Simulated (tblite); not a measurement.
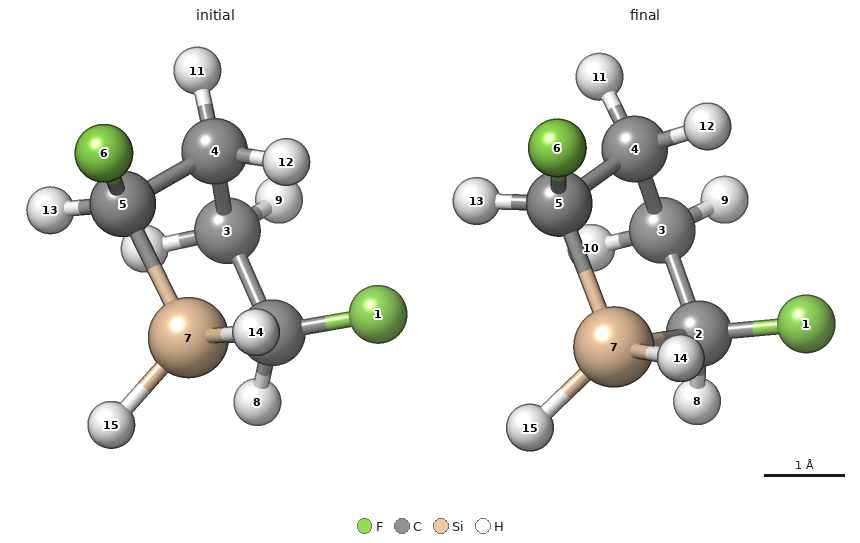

The structure of C4H8F2Si before (left) and after (right) a relaxation, at one scale.

Style: ball-and-stick. Shown from a free direction.

All numbers below come from tblite, GFN2-xTB geometry optimisation, gas phase. 

### Summarise the run.

The energy falls by 0.594 eV in 68 geometry steps. The atom that moves furthest after the best rigid fit is H12 (0.50 Å). By element the largest moves are H 0.50 Å, F 0.32 Å, C 0.17 Å, Si 0.14 Å. Among the contacts that change: C5–Si7 1.877 → 1.929 Å, C2–Si7 1.888 → 1.929 Å, C3–H10 1.128 → 1.092 Å, C5–H13 1.122 → 1.097 Å. Bond angles that change, for instance: F1–C2–H8 115.0° → 104.8°, F6–C5–H13 113.7° → 105.0°, C4–C5–Si7 96.6° → 105.1°. Groups turn about C3–C4 by about 20°. Cost: 0.4 s on 1 thread of Arm Neoverse V1, with other jobs on the host.
